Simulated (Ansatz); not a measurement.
**Fields on a plane of Ni3Si (Cu3Au type)**

```
CELL_PARAMETERS angstrom
      3.46107     0.00000     0.00000
      0.00000     3.46107     0.00000
      0.00000     0.00000     3.46107
ATOMIC_POSITIONS crystal
  Si 0.00000 0.00000 0.00000
  Ni 0.00000 0.50000 0.50000
  Ni 0.50000 0.00000 0.50000
  Ni 0.50000 0.50000 0.00000
```

The slice is a {100} plane (indices of the conventional cell) through the point (0.000, 0.500, 0.500) (fractional), spanned by u = [100] and v = [010] in vectors of this cell: u (3.46 Å) and v (3.46 Å, at 90° to u). It covers one period; positions are fractions (u, v).

Atoms on it: Ni at (0.00, 0.00); Ni at (0.50, 0.50).

Method: PBEsol (plane waves to 420 eV, PAW, scalar-relativistic; Ansatz, a quantum-chemistry and plane-wave program). k mesh 13×13×13. These are valence fields of a PAW run, semicore shells included where kept as valence: close to a nucleus they are smooth pseudo fields. At this level the bands of Ni3Si touch or barely overlap. Ni3Si is run without spin polarisation. Ni3Si was relaxed with its symmetry unable to fall.

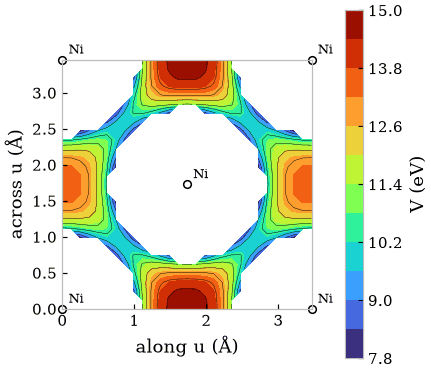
Figure: Electrostatic potential energy of an electron, from the cell's mean, in eV, one period of the plane, atoms marked. Points within 1 Å of a nucleus are left white, as the pseudised field means little there. The zero, the cell's mean, hangs on the PAW cores.

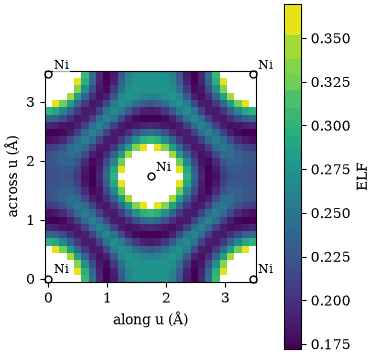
*Electron localisation function (ELF), one period of the plane, atoms marked. Points within 0.5 Å of a nucleus are left white, as the pseudised field means little there.*

| Quantity | Value |
|---|---|
| Density on the Ni–Ni line (2.45 Å) at its midpoint | 0.36 e/Å³ |
| ELF at that point | 0.26 |
